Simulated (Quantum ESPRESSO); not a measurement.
# Cl on fcc sites of Ru(0001), stepped through the coverage, part 4 of 8

What law, if any, do the results for Cl on fcc sites of Ru(0001) follow against the coverage?

Quantum ESPRESSO 7.5; plane-wave DFT, PBE, GBRV ultrasoft pseudopotentials.

So far. Step 2 (Variable-cell relaxation of the reference):  The last row is no step: it is a fresh SCF in the final cell with a new plane-wave basis, -0 meV from the row before. Step 5 (Relaxation with pw.x, 0 ML): The relaxation lowers the energy by 23 meV an atom. On the free atoms the largest force ends at 0.003 eV/Å.

### 6. SCF with pw.x, 0 ML

A run under open boundaries on these atoms gives the vacuum levels.

Input file m0.esm.in:

```
&control
  prefix = 'm0.esm'
  outdir = './out'
  pseudo_dir = './pseudo'
  calculation = 'scf'
  tprnfor = .true.
/
&system
  ibrav = 0
  nat = 3
  ntyp = 1
  ecutwfc = 40
  ecutrho = 200
  occupations = 'smearing'
  smearing = 'mv'
  degauss = 0.02
  assume_isolated = 'esm'
  esm_bc = 'bc1'
/
&electrons
  conv_thr = 1e-07
  mixing_beta = 0.25
  electron_maxstep = 160
  mixing_mode = 'local-TF'
  mixing_ndim = 12
/
ATOMIC_SPECIES
  Ru  101.0700  ru_pbe_v1.2.uspp.F.UPF
CELL_PARAMETERS angstrom
  2.72024409300000 0.00000000000000 0.00000000000000
  1.36012204650000 2.35580048903256 0.00000000000000
  0.00000000000000 0.00000000000000 18.33061596238683
ATOMIC_POSITIONS crystal
  Ru  0.000000000000 0.000000000000 -0.112995929200
  Ru  0.666666666700 0.666666666700 0.000000000000
  Ru  0.000000000000 0.000000000000 0.112995929200
K_POINTS automatic
  9 9 1 0 0 0
```

Launch:

```bash
$ OMP_NUM_THREADS=1 mpirun -n 8 pw.x -nk 4 -in m0.esm.in > m0.esm.out
```

What it wrote:

```text
[banner, memory and clock lines left out]
Program PWSCF v.7.5 starts
[citation notice left out]

[...]
Message from routine setup:
[...]
bravais-lattice index     =            0
     lattice parameter (alat)  =       5.1405  a.u.
     unit-cell volume          =     792.7204 (a.u.)^3
     number of atoms/cell      =            3
     number of atomic types    =            1
     number of electrons       =        48.00
     number of Kohn-Sham states=           29
     kinetic-energy cutoff     =      40.0000  Ry
     charge density cutoff     =     200.0000  Ry
     scf convergence threshold =      1.0E-07
     mixing beta               =       0.2500
     number of iterations used =           12  local-TF  mixing
     Exchange-correlation= SLA  PW   PBE  PBE
                           (   1   4   3   4   0   0   0)

     Effective Screening Medium Method
     Boundary Conditions: Vacuum-Slab-Vacuum
     total charge in unit cell        =   0.0000
     grid points for fit at edges     =        4

[...]
PseudoPot. # 1 for Ru read from file:
     ./pseudo/ru_pbe_v1.2.uspp.F.UPF
     Pseudo is Ultrasoft + core correction, Zval = 16.0
     Generated by new atomic code, or converted to UPF format
     Using radial grid of  967 points,  6 beta functions with:
                l(1) =   0
                l(2) =   0
                l(3) =   1
                l(4) =   1
                l(5) =   2
                l(6) =   2
     Q(r) pseudized with  8 coefficients,  rinner =    1.300   1.300   1.300
                                                       1.300   1.300

     atomic species   valence    mass     pseudopotential
     Ru               16.00   101.07000     Ru( 1.00)

     12 Sym. Ops. (no inversion) found

[...]
number of k points=    12  Marzari-Vanderbilt smearing, width (Ry)=  0.0200
[...]
Dense  grid:    37889 G-vectors     FFT dimensions: (  24,  24, 160)

     Smooth grid:    27145 G-vectors     FFT dimensions: (  24,  24, 144)

     Initial potential from superposition of free atoms

     starting charge      45.0000, renormalised to      48.0000

     negative rho (up, down):  2.475E-01 0.000E+00
     Starting wfcs are   39 randomized atomic wfcs

     per-process dynamical memory:    20.7 Mb

     Self-consistent Calculation

     iteration #  1     ecut=    40.00 Ry     beta= 0.25
     Davidson diagonalization with overlap
     ethr =  1.00E-02,  avg # of iterations =  2.2

     negative rho (up, down):  2.480E-01 0.000E+00

     total energy              =    -583.30218652 Ry
     estimated scf accuracy    <       3.58199109 Ry

     iteration #  2     ecut=    40.00 Ry     beta= 0.25
[...]
negative rho (up, down):  2.959E-01 0.000E+00

[...]
total energy              =    -581.41604566 Ry
     estimated scf accuracy    <       2.79717993 Ry

     iteration #  3     ecut=    40.00 Ry     beta= 0.25
[...]
negative rho (up, down):  2.812E-01 0.000E+00

[...]
total energy              =    -582.23828685 Ry
     estimated scf accuracy    <       2.95231963 Ry

     iteration #  4     ecut=    40.00 Ry     beta= 0.25
[...]
negative rho (up, down):  2.767E-01 0.000E+00

[...]
total energy              =    -582.39819745 Ry
     estimated scf accuracy    <       0.25451002 Ry

     iteration #  5     ecut=    40.00 Ry     beta= 0.25
[...]
negative rho (up, down):  2.848E-01 0.000E+00

[...]
total energy              =    -582.61872831 Ry
     estimated scf accuracy    <       0.08336591 Ry

     iteration #  6     ecut=    40.00 Ry     beta= 0.25
[...]
negative rho (up, down):  2.986E-01 0.000E+00

[...]
total energy              =    -582.61556386 Ry
     estimated scf accuracy    <       0.07507124 Ry

[...]
iteration # 25     ecut=    40.00 Ry     beta= 0.25
[...]
c_bands:  1 eigenvalues not converged
[...]
negative rho (up, down):  2.407E-01 0.000E+00

[...]
total energy              =    -582.62855838 Ry
     estimated scf accuracy    <       0.00000023 Ry

     iteration # 26     ecut=    40.00 Ry     beta= 0.25
[...]
negative rho (up, down):  2.407E-01 0.000E+00

[...]
total energy              =    -582.62855335 Ry
     estimated scf accuracy    <       0.00000147 Ry

     iteration # 27     ecut=    40.00 Ry     beta= 0.25
[...]
negative rho (up, down):  2.407E-01 0.000E+00

[...]
total energy              =    -582.62855721 Ry
     estimated scf accuracy    <       0.00000049 Ry

     iteration # 28     ecut=    40.00 Ry     beta= 0.25
[...]
negative rho (up, down):  2.407E-01 0.000E+00

[...]
End of self-consistent calculation

          k = 0.0000 0.0000 0.0000 (  3381 PWs)   bands (ev):

   -78.4853 -77.8748 -77.8607 -48.7370 -48.0670 -48.0670 -47.8947 -47.6268
   -47.4540 -47.4540 -47.4437 -47.4437 -12.3402 -11.0625 -10.6464  -8.0265
    -8.0265  -7.5973  -7.5973  -7.4293  -7.2983  -6.9395  -6.9395  -5.7926
    -5.7926  -5.3661  -4.4428  -4.4428  -3.9138

          k = 0.0000 0.1283 0.0000 (  3361 PWs)   bands (ev):

   -78.4724 -77.8634 -77.8507 -48.7115 -48.1828 -48.0888 -47.8513 -47.6541
   -47.5271 -47.5138 -47.4737 -47.4614 -11.9163 -10.7223 -10.2300  -8.3746
    -8.1902  -7.7031  -7.5805  -7.4278  -7.1581  -6.9422  -6.6084  -6.1038
    -5.8504  -5.8222  -5.0847  -4.5091  -3.8192

[...]
the Fermi energy is    -4.9450 ev

!    total energy              =    -582.62856517 Ry
     estimated scf accuracy    <       0.00000004 Ry
     smearing contrib. (-TS)   =      -0.00226028 Ry
     internal energy E=F+TS    =    -582.62630489 Ry

     The total energy is F=E-TS. E is the sum of the following terms:
     one-electron contribution =    4685.35411396 Ry
     hartree contribution      =   -2357.61915288 Ry
     xc contribution           =     -77.61872870 Ry
     ewald contribution        =   -2832.74253727 Ry

     convergence has been achieved in  28 iterations

     negative rho (up, down):  2.407E-01 0.000E+00

     Forces acting on atoms (cartesian axes, Ry/au):

     atom    1 type  1   force =     0.00000000   -0.00000000    0.00008269
     atom    2 type  1   force =    -0.00000000    0.00000000    0.00000000
     atom    3 type  1   force =    -0.00000000    0.00000000   -0.00008269

     Total force =     0.000117     Total SCF correction =     0.002275
     SCF correction compared to forces is large: reduce conv_thr to get better values

[...]
```

Elapsed: 16 s, on 8 MPI ranks of Arm Neoverse V1, shared host; peak memory 0.55 GiB.

This step gave:

| Property | Result |
| --- | --- |
| free energy | -7927.0655 eV |
| Fermi energy | -4.945 eV |
| vacuum line at the lower end of the cell, over the Fermi level | 4.945 eV |
| vacuum line at the upper end of the cell, over the Fermi level | 4.945 eV |

Electrostatic potential energy of an electron; zero at the Fermi level. The potential energy, planar mean by z:

| z (Å) | potential energy, planar mean (eV) |
| --- | --- |
| -8 | 4.94 |
| -6 | 4.94 |
| -4 | 4.44 |
| -2 | -46.5 |
| 0 | -48.7 |
| 2 | -46.5 |
| 4 | 4.44 |
| 6 | 4.94 |
| 8 | 4.94 |

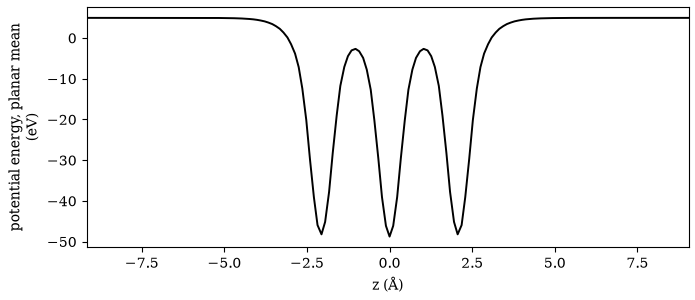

Potential energy, planar mean, plotted against z.

The vacuum levels are read from the outermost 0.7 Å of the cell on either side.

Inside the slab this potential holds the local part of the pseudopotentials, which can be repulsive at the nuclei; only its value in the vacuum has a meaning of its own.

[end of part 4 of 8]

[Logs are printed without paths, hosts, clocks, repeated set-up lines and the standing remarks that a program may print on its own settings, such as how far it seeks lower states.]

[Hosts, paths, dates, database ids (printed as entryN), source tags and the programs' standing remarks are cut or masked in the printed files.]

[Maps of the electrostatic potential energy from Ansatz leave out the sawtooth potential of an applied field or a dipole correction, so their vacuum need not be flat; planar profiles and work functions include it.]
